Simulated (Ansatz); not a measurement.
## Electronic structure of H2OSi (SMILES O[SiH]) in real space

Input

```
crystal:
  periodic: [false, false, false]
  atoms:
    - {symbol: O, position_ang: [-1.102946, 0.311067, 0.415184]}
    - {symbol: Si, position_ang: [0.411439, -0.112011, 0.939095]}
    - {symbol: H, position_ang: [-1.484012, -0.300070, -0.220896]}
    - {symbol: H, position_ang: [0.556900, 1.097334, 1.867606]}
basis:
  gaussian: {orbitals: def2-TZVPD}
hamiltonian: {xc: pbe0}
output: {forces: true, orbitals: {seedname: orbitals}}
```

Command:

```sh
ansatz run input.yaml --threads 1 --pin off --max-ram 2610MiB --events-out events.jsonl --progress --plain --runs-dir runs
```

Geometry: PBE0-D4/def2-TZVP.

The calculation used isolated molecule in a Gaussian basis; Kohn-Sham density functional theory, functional PBE0 in Ansatz 0.2.0.

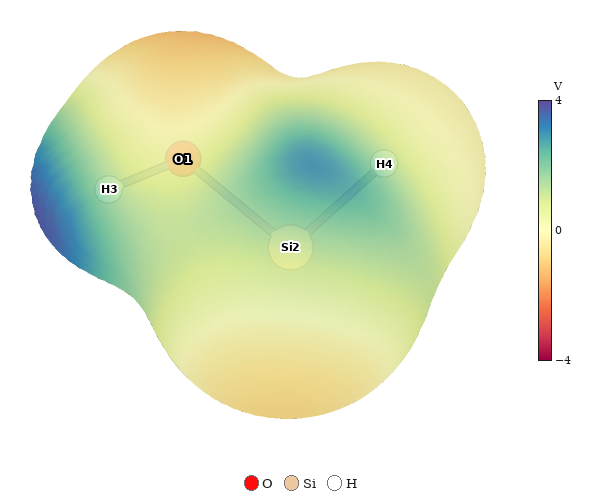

Figure 1. The molecular electrostatic potential painted on the density surface at 0.004 e/bohr³, seen at a tilt; the colour scale runs from red (negative) to blue (positive).

### Describe the electrostatic potential map.

The most negative region (about −1.3 V) lies over O1, the most positive (about +3.8 V) over H3. O1 is the likeliest acceptor of a hydrogen bond.

### What dipole moment does the calculation give?

Its dipole moment is 1.14 D.

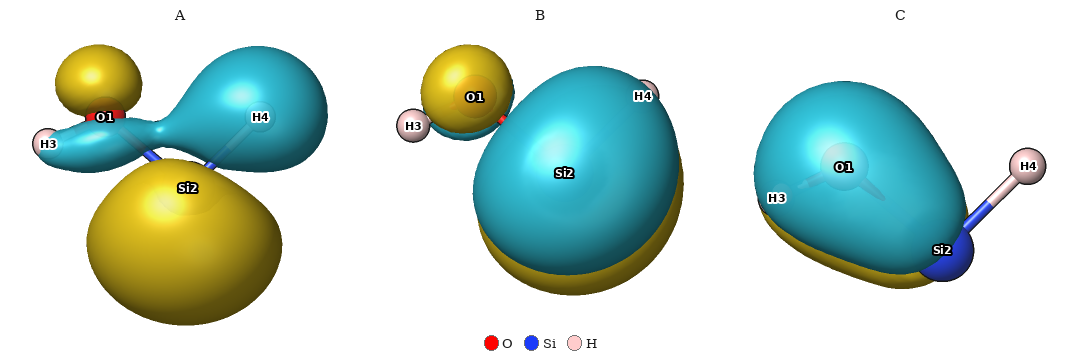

Figure 2. Three frontier orbitals at ±0.1 Å⁻³ᐟ² (yellow and cyan are the two phases), in no order.

### Order the three orbitals by energy and name them.

C is the HOMO−1 (−10.45 eV). By Hirshfeld shares it lies mainly on O1 (about 80 %); it changes sign across the molecular plane (π type). A is the HOMO (−6.52 eV). By Hirshfeld shares it lies mainly on Si2 (about 70 %), H4 (about 15 %) and O1 (about 10 %); it is symmetric in the molecular plane (an in-plane orbital: σ, lone-pair or in-plane π type). B is the LUMO (−2.12 eV). Its weight (Hirshfeld) is mainly on Si2 (about 85 %) and O1 (about 10 %); it changes sign across the molecular plane (π type).

### What is the HOMO–LUMO gap?

4.40 eV between the orbital energies.

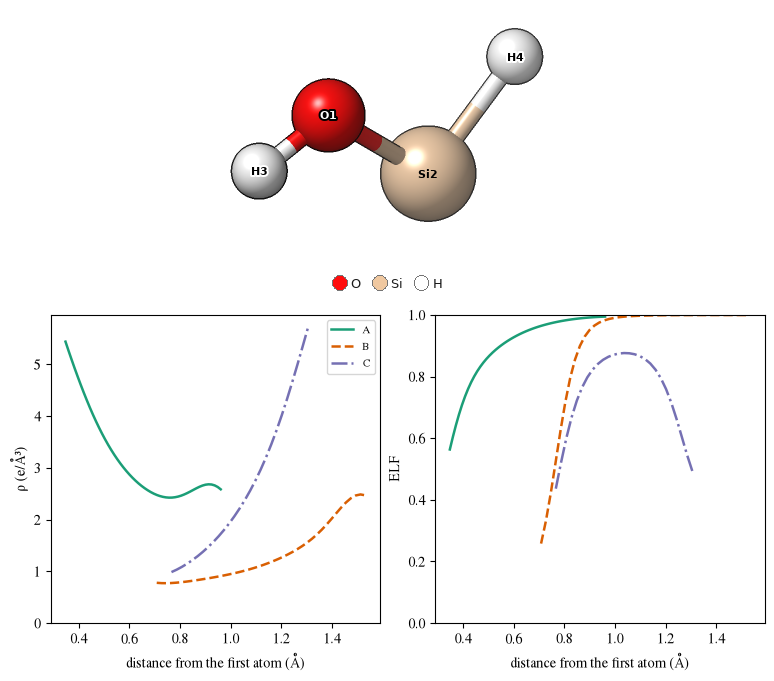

Figure 3. Electron density and electron localisation function along straight lines between neighbouring atoms. The curves leave out the atomic cores. The structure is drawn too.

### Which curve belongs to which contact (O–H, Si–H and Si–O)? The first atom named is at distance zero.

Curve A: O–H (0.96 Å): ρ is about 3.8 e/Å³ halfway; the ELF climbs to about 1 towards the hydrogen, as it does in any bond to H; a covalent bond by its length. Curve B: Si–H (1.53 Å): ρ at the midpoint is about 0.77 e/Å³; the ELF climbs to about 1 towards the hydrogen. Curve C: Si–O (1.66 Å): ρ at the midpoint is about 1.1 e/Å³; the ELF peaks at about 0.90 between the atoms, as expected for a shared but strongly polarised pair.

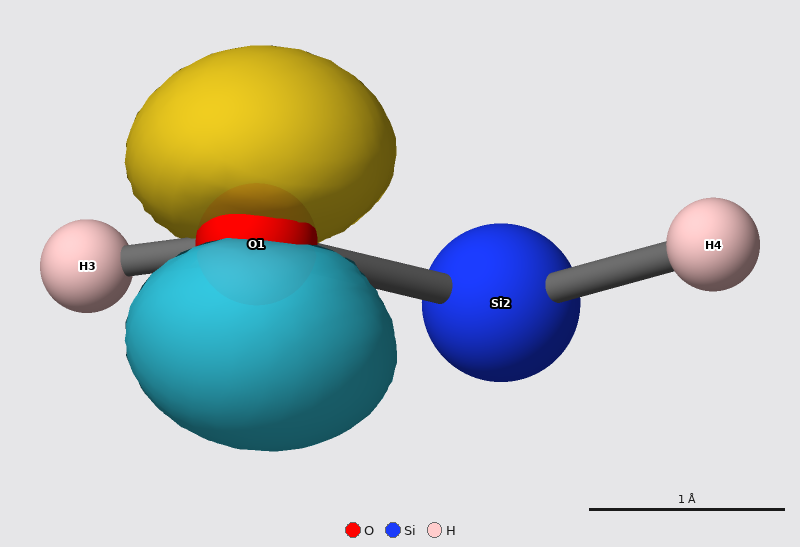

Figure 4. The HOMO−1 at ±0.3 Å⁻³ᐟ² (yellow and cyan are the two phases), seen from one side.

### Describe this orbital and give its energy.

By Hirshfeld shares it lies mainly on O1 (about 80 %); it changes sign across the molecular plane (π type). Its energy is −10.45 eV.
